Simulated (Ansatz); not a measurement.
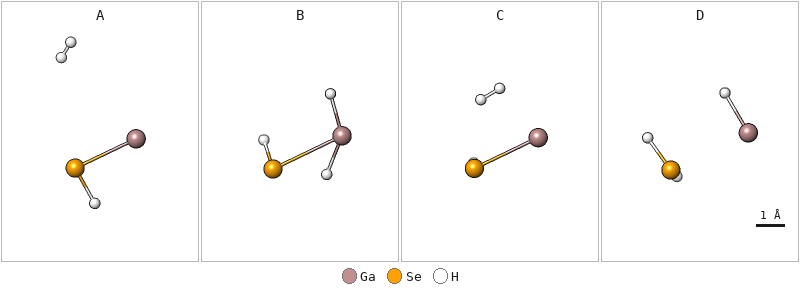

4 geometries from a converged minimum-energy path of GaH₃Se, shuffled. A ball-and-stick model, seen at a tilt.

Method: UKS revPBE/def2-mTZVP (Ansatz). Run with 5 movable images; climbing image; force threshold 0.03 eV/Å; iteration limit 60; starting path through a guess of the saddle point.

Which frame is the transition state?

B. In order along the path, whose images run from 0 to 6: B (image 1, +2.11 eV), D (image 3, +1.57 eV), C (image 4, +0.74 eV), A (image 6, +0.23 eV). Breaking: 2 Ga–H (1.58 → 2.84–4.35 Å), H–Se (1.49 → 4.19 Å). Forming: H–H (3.21 → 0.75 Å), H–Se (3.34 → 1.50 Å).
